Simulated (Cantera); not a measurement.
Feed: 1 mol Si, 3.1 mol HBr, a varied amount of N₂, at 850 K and 0.00950 bar.

Method: chemical equilibrium by Gibbs-energy minimisation in Cantera with the NASA 1993 tables (ideal gas, pure condensed phases). Candidate condensed phases: Br₂, Si, Si₃N₄; 28 gas species. N₂ is the only nitrogen source here; it is nearly inert below about 1500 K, so the nitride shown seldom forms there in practice. Kinetics and transport are ignored.

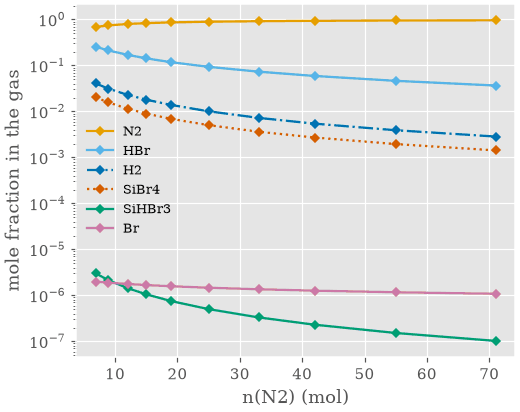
Fig. 1. Equilibrium gas composition (values under 1e-9 drawn at 1e-9)

From 6.9 mol N₂ to 71 mol N₂ the condensed part is Si₃N₄(s). The main Si-bearing gas is SiBr₄ throughout. The share of Si in condensed phases is highest at 71 mol N₂ (89.6 %) and lowest at 6.9 mol N₂ (81.2 %).
